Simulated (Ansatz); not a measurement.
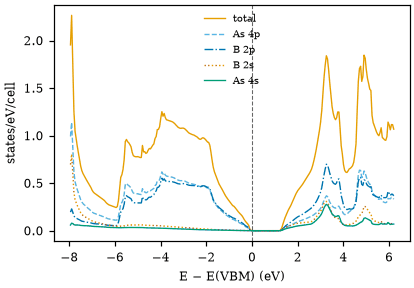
Figure: Total and projected density of states of BAs (zinc blende, space group No. 216), plane-wave PAW PBE (Ansatz code)

Question: Which orbitals carry the states next to the gap?

Answer: Top 1 eV of the valence band: B 2p 52 %, As 4p 45 %. Bottom 1 eV of the conduction band: B 2p 34 %, As 4p 22 %, B 2s 19 %, As 4s 12 %, outside the projected shells 12 %. Projections are on Löwdin-orthogonalised atomic valence shells; empty p or d shells of many metals are not among them.

Space group F-43m (zinc blende). Symmetry was held in the PBE relaxation; phonons on a q-mesh show no instability. Scalar-relativistic: spin–orbit coupling is off unless named, which matters more the heavier the elements.

Potentials: the later of the program's two PAW sets.
